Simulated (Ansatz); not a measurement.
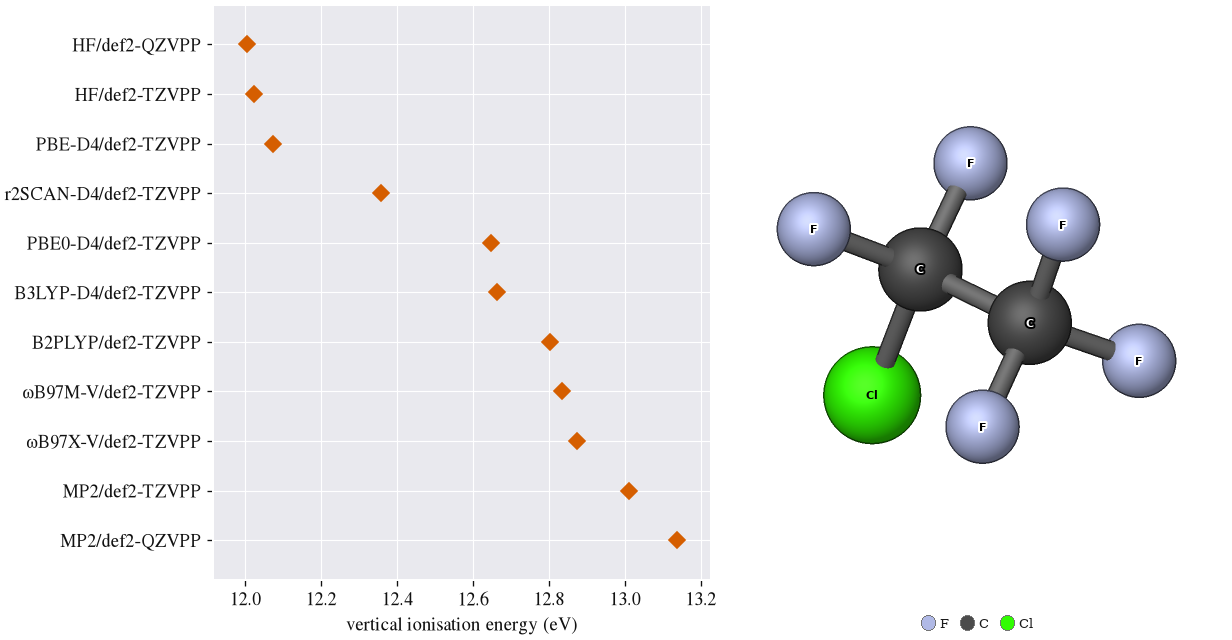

Vertical ionisation energy of C₂ClF₅, SMILES FC(F)(F)C(F)(F)Cl, taken as the energy of the cation less that of the neutral at fixed geometry (unrestricted doublet cation, cores frozen in correlated methods, no spin-orbit coupling), the Ansatz code 0.2.0, at a PBE0-D4/def2-TZVP geometry (a minimum by its frequencies).

Q: What range do the values span?

A: From 12.01 eV (HF/def2-QZVPP) to 13.14 eV (MP2/def2-QZVPP).

Q: Give the values.

A:
| level | eV |
| --- | --- |
| HF/def2-QZVPP | 12.01 |
| HF/def2-TZVPP | 12.02 |
| PBE-D4/def2-TZVPP | 12.07 |
| r2SCAN-D4/def2-TZVPP | 12.36 |
| PBE0-D4/def2-TZVPP | 12.65 |
| B3LYP-D4/def2-TZVPP | 12.66 |
| B2PLYP/def2-TZVPP | 12.80 |
| ωB97M-V/def2-TZVPP | 12.83 |
| ωB97X-V/def2-TZVPP | 12.87 |
| MP2/def2-TZVPP | 13.01 |
| MP2/def2-QZVPP | 13.14 |
